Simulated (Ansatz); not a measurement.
TaN (rock salt)

```xyz
2
Lattice="0.0000 2.1878 2.1878 2.1878 0.0000 2.1878 2.1878 2.1878 0.0000" Properties=species:S:1:pos:R:3 pbc="T T T"
N      0.0000     0.0000     0.0000
Ta     2.1878     2.1878     2.1878
```

Equation-of-state scan: isotropic scaling of the cell above, V₀ being its volume. Symmetry pins the atoms to their sites.

These are PBEsol (plane waves to 420 eV, PAW, scalar-relativistic; Ansatz, a first-principles code) values and carry that method's errors. k mesh 18×18×18 (Γ-centred), Fermi-Dirac smearing 0.05 eV. E stands for the smeared free energy. Spin-orbit coupling is left out, though Ta is heavy. TaN is run without spin polarisation. TaN was relaxed with its symmetry unable to fall. This is a high-temperature form of TaN. ΔE is measured from the relaxed starting cell.

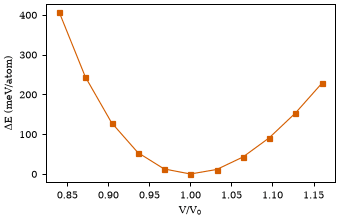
Figure. ΔE (meV/atom) against V/V₀; computed points joined by lines.

Q: What is ΔE at V/V₀ = 0.840?

A: About 410 meV/atom.

Q: What is ΔE at V/V₀ = 1.160?

A: About 230 meV/atom.

Q: What bulk modulus B₀ follows from a third-order Birch-Murnaghan fit?

A: About 360 GPa.

(Under strain, the slope of the energy per volume gives the stress and its curvature an elastic modulus.)
